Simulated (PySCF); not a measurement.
B(H)2(iPr), C₃H₉B, SMILES BC(C)C, CAM-B3LYP/def2-SVP optimised geometry. Atoms within 1.6 Å of the plane z = 0.0 Å (x, y, z in Å): B1 (0.80, -1.22, 0.00), H2 (2.01, -1.22, 0.00), H3 (0.22, -2.28, -0.11), C4 (0.01, 0.12, 0.00), C5 (0.73, 1.34, 0.57), C6 (-1.46, 0.05, 0.43), H7 (0.02, 0.21, -1.12), H8 (0.21, 2.28, 0.31), H10 (1.76, 1.41, 0.20), H11 (-1.98, -0.80, -0.04), H12 (-2.01, 0.97, 0.17), H13 (-1.54, -0.08, 1.52).

Computed with CAM-B3LYP/def2-TZVP (PySCF). Cells within 0.4 Å of a nucleus heavier than hydrogen are left out (blank, or x).

Map of the electrostatic potential (hartree/e), clipped to [-0.08, 0.12] on the plane z = 0.0 Å:

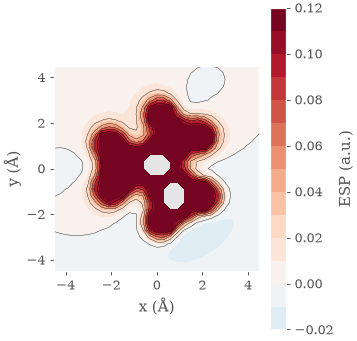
Electrostatic potential (hartree/e), clipped to [-0.08, 0.12] on the plane z = 0.0 Å.
